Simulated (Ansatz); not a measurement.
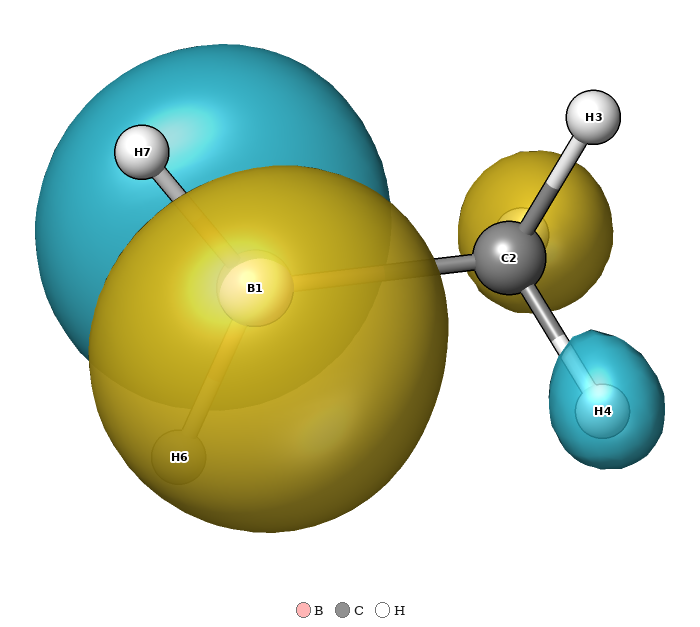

Figure. CH5B. One frontier orbital at ±0.15 Å⁻³ᐟ² (yellow and cyan are the two phases), seen at an oblique angle.

Not at a stationary point (largest force 0.8 eV/Å).

Computed with Ansatz 0.2.0, RKS r2SCAN-D4/6-31G*.

Input file:

```
crystal:
  periodic: [false, false, false]
  atoms:
    - { symbol: B, position_ang: [0.0, 0.0, 0.0] }
    - { symbol: C, position_ang: [1.0599, 0.0, 1.4549] }
    - { symbol: H, position_ang: [0.0603, -0.3092, 1.8254] }
    - { symbol: H, position_ang: [1.8275, -0.7111, 1.8254] }
    - { symbol: H, position_ang: [1.2919, 1.0203, 1.8254] }
    - { symbol: H, position_ang: [1.3894, 0.0, -0.0408] }
    - { symbol: H, position_ang: [-1.0305, 0.0, -0.595] }
basis:
  gaussian: { orbitals: "6-31G*" }
hamiltonian:
  xc: r2scan
  dispersion: d4
relax:
  f_tol: 0.15
  max_steps: 25
  restrain:
    - { distance: [1, 5], at: 2.31, k: 30.0 }
    - { distance: [0, 1], at: 1.6, k: 30.0 }
    - { distance: [0, 5], at: 1.19, k: 30.0 }
output:
  orbitals: {}
```

Run with:

```sh
ansatz run input.yaml --threads 1 --pin off --max-ram 2048MiB --backend cpu --events-out ev --progress --plain --runs-dir out
```

The fields are those of the run's last geometry, not of the input's.

Which orbital is it: HOMO or LUMO?

Answer. The LUMO, at −1.54 eV. It lies mainly on B1 (about 70 %), C2 (about 10 %), H7 (about 5 %) and H6 (about 5 %).
